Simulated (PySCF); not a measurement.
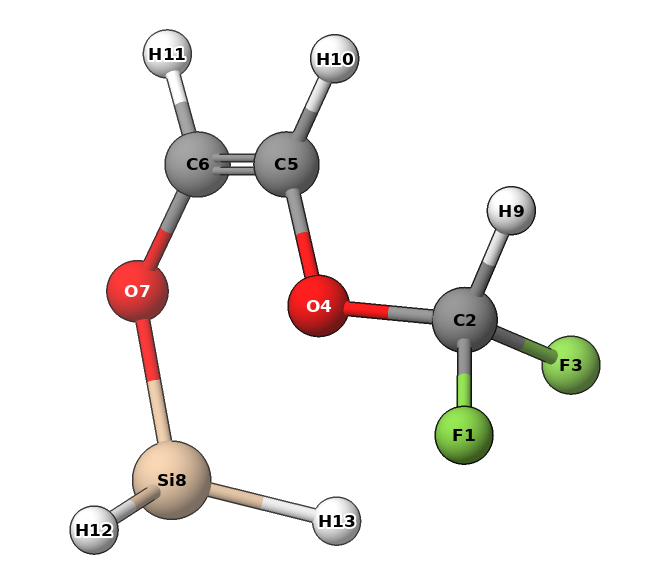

State: neutral, doublet. The computed structure is the end point of a GFN2-xTB optimisation. No frequency run is at hand to confirm it as a minimum. Properties computed with UKS B3LYP, pcH-1 on C F H O Si, non-relativistic (PySCF 2.14.0).

Give the isotropic hyperfine couplings (Fermi-contact term alone) of F1, C2, F3, O4, C5, C6, O7, Si8, H9, H10, H11, H12, H13.

```
atom  isotope  a_iso (MHz)
  F1      19F         −0.5
  C2      13C         −0.3
  F3      19F          1.9
  O4      17O        −17.5
  C5      13C         −0.8
  C6      13C         24.4
  O7      17O        −80.4
 Si8     29Si       −537.3
  H9       1H          2.1
 H10       1H          5.2
 H11       1H         −1.6
 H12       1H         89.4
 H13       1H         84.9
```

The geometry is semi-empirical. Around Si such bond lengths and angles can be off by a tenth of an ångström or more and by several degrees, and values that hang on the shape move with them.
